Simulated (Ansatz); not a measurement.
## Electronic structure of H28In9P10 (In9P10 zinc blende ring sphere) (charge +1) in real space

```yaml
atoms:
  - { symbol: P, position_ang: [-3.5651, -0.6965, -2.3283] }
  - { symbol: P, position_ang: [-3.5639, 2.3304, 0.6888] }
  - { symbol: P, position_ang: [-0.6940, -3.5679, -2.3242] }
  - { symbol: P, position_ang: [-0.6203, -0.6202, 0.6200] }
  - { symbol: P, position_ang: [2.3280, -3.5658, 0.6970] }
  - { symbol: P, position_ang: [2.2531, -0.4874, -2.2506] }
  - { symbol: P, position_ang: [2.3297, -0.6910, 3.5657] }
  - { symbol: P, position_ang: [-0.4849, 2.2506, -2.2560] }
  - { symbol: P, position_ang: [2.2486, 2.2533, 0.4865] }
  - { symbol: P, position_ang: [-0.6977, 2.3275, 3.5664] }
  - { symbol: In, position_ang: [-3.1056, -3.1094, -3.4268] }
  - { symbol: In, position_ang: [-2.0857, 0.8783, -0.8823] }
  - { symbol: In, position_ang: [-3.1141, 3.4186, 3.1079] }
  - { symbol: In, position_ang: [0.5150, 0.5089, -3.9812] }
  - { symbol: In, position_ang: [0.8801, -2.0881, -0.8777] }
  - { symbol: In, position_ang: [0.8771, 0.8800, 2.0885] }
  - { symbol: In, position_ang: [3.4227, -3.1074, 3.1118] }
  - { symbol: In, position_ang: [3.9764, 0.5103, -0.5064] }
  - { symbol: In, position_ang: [0.5047, 3.9775, -0.5107] }
  - { symbol: H, position_ang: [-3.9798, 0.1765, -3.3854] }
  - { symbol: H, position_ang: [-4.8207, -0.7552, -1.6412] }
  - { symbol: H, position_ang: [-4.8244, 1.6514, 0.7376] }
  - { symbol: H, position_ang: [-3.9665, 3.3930, -0.1830] }
  - { symbol: H, position_ang: [-0.7542, -4.8222, -1.6350] }
  - { symbol: H, position_ang: [0.1802, -3.9849, -3.3793] }
  - { symbol: H, position_ang: [-1.4478, -1.4459, 1.4469] }
  - { symbol: H, position_ang: [1.6433, -4.8227, 0.7525] }
  - { symbol: H, position_ang: [3.3874, -3.9771, -0.1746] }
  - { symbol: H, position_ang: [2.9972, -1.4684, -2.9906] }
  - { symbol: H, position_ang: [1.6496, -0.7412, 4.8254] }
  - { symbol: H, position_ang: [3.3913, 0.1813, 3.9698] }
  - { symbol: H, position_ang: [-1.4663, 2.9918, -2.9984] }
  - { symbol: H, position_ang: [2.9895, 2.9966, 1.4675] }
  - { symbol: H, position_ang: [-0.7510, 1.6437, 4.8240] }
  - { symbol: H, position_ang: [0.1728, 3.3885, 3.9761] }
  - { symbol: H, position_ang: [-4.1488, -4.1519, -2.5289] }
  - { symbol: H, position_ang: [-2.7614, -2.7680, -5.0767] }
  - { symbol: H, position_ang: [-4.1544, 2.5085, 4.1430] }
  - { symbol: H, position_ang: [-2.7802, 5.0729, 2.7771] }
  - { symbol: H, position_ang: [-0.7286, -0.7345, -4.0218] }
  - { symbol: H, position_ang: [1.3256, 1.3163, -5.2709] }
  - { symbol: H, position_ang: [5.0756, -2.7722, 2.7755] }
  - { symbol: H, position_ang: [2.5168, -4.1454, 4.1528] }
  - { symbol: H, position_ang: [4.0102, -0.7320, 0.7391] }
  - { symbol: H, position_ang: [5.2722, 1.3157, -1.3096] }
  - { symbol: H, position_ang: [-0.7411, 4.0087, 0.7314] }
  - { symbol: H, position_ang: [1.3093, 5.2752, -1.3116] }
```

Geometry: PBE-D4/def2-SVP; core potentials replace the inner electrons of In.

Level of theory: RKS PBE0-D4/def2-SVP (Ansatz 0.2.0).

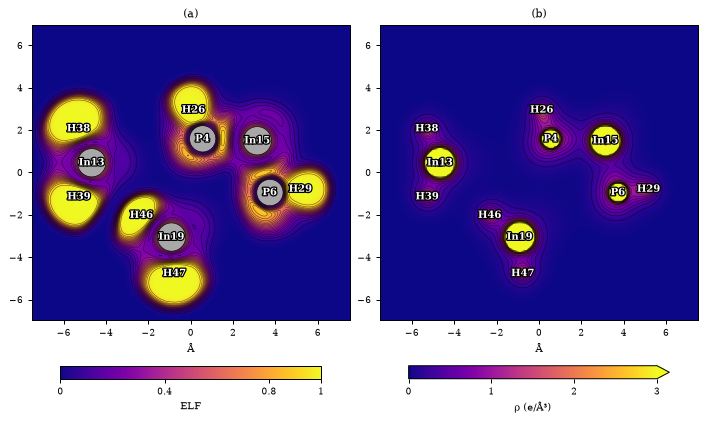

Figure 1. (a) ELF; (b) electron density on the plane of atoms In15, P4 and H26. Grey discs cover the atomic cores in the ELF map.

Q: Interpret the plot.

A: Atoms in the plane: P, In and H.
In–P (2.52 Å): the density is about 0.47 e/Å³ at the midpoint; the ELF peaks at about 0.90 in the valence shell of P, 1.0 Å from its nucleus, and drops to about 0.20 between the two atoms.
P–H (1.43 Å): ρ is about 1 e/Å³ halfway; the ELF climbs to about 1 towards the hydrogen, as it does in any bond to H.
In–P (2.58 Å): ρ at the midpoint is about 0.41 e/Å³; the ELF peaks at about 0.90 in the valence shell of P, 1.0 Å from its nucleus, and drops to about 0.15 between the two atoms.
In–H (1.73 Å): the density is about 1.2 e/Å³ at the midpoint; the ELF climbs to about 1 towards the hydrogen.

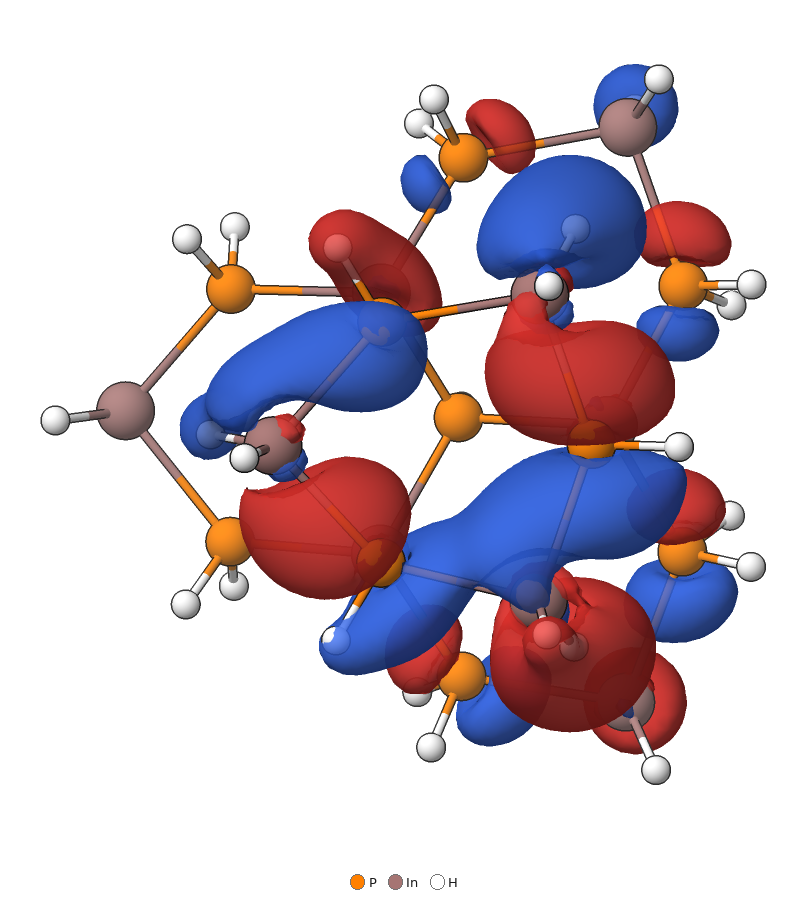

Figure 2. The HOMO at ±0.05 Å⁻³ᐟ² (blue and red are the two phases), seen across its widest extent.

Q: Where does this orbital lie, and at what energy?

A: Its weight (Hirshfeld) is mainly on P8 (about 15 %), P6 (about 10 %), P9 (about 10 %), In14 (about 10 %), In19 (about 10 %) and In18 (about 10 %). It is one of a degenerate set, so its orientation is arbitrary. Its energy is −9.42 eV.
